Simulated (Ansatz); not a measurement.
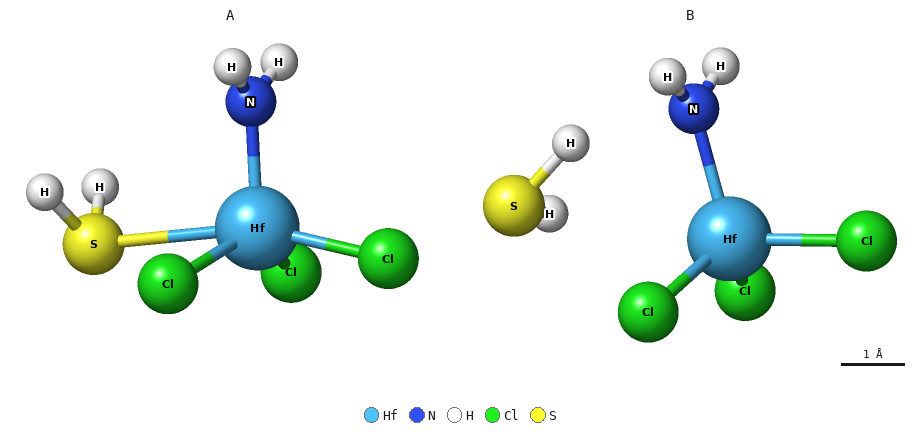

Two geometries of HfNH4SCl3, drawn at one scale. One is the start of a relaxation, the other its converged end. The picture is a ball-and-stick view, seen at a tilt.

Method: RKS PBE/def2-SVP in Ansatz. Set-up: no spin polarisation; force threshold 0.03 eV/Å; at most 50 steps.

Question: Which one is relaxed?

Answer: Structure A is the relaxed one. The run prepares an end point of a later path (reaction) calculation, from a guessed geometry. Over 18 accepted moves (20 points after the start) the energy falls by 7.30 kcal/mol. The largest force component goes from 1.9 to 0.01 eV/Å. The line search rejected the trial steps at points 11, 15 of the run. The largest move after the best rigid fit is that of an H atom, 1.35 Å. By element the largest moves are H 1.35 Å, S 0.88 Å, Cl 0.55 Å, Hf 0.30 Å, N 0.30 Å. Among the contacts that change: Hf–S 3.747 → 2.929 Å, H–Hf 3.131 → 3.476 Å, Hf–N 2.150 → 2.015 Å, Cl–Hf 2.351 → 2.395 Å. New bonds form, among them: Hf–S (3.75 → 2.93 Å). Bond angles that change, for instance: Cl–Hf–Cl 120.7° → 133.4°, Cl–Hf–Cl 104.9° → 98.0°, Cl–Hf–Cl 103.9° → 98.0°. The run took 47 s on 4 threads of Arm Neoverse V2, on a shared host, peak memory 0.23 GiB.

Limits of the set-up: the start holds two separate molecules, 2.3 Å apart at their closest, whose relative position is a soft coordinate and is computed without a dispersion correction.
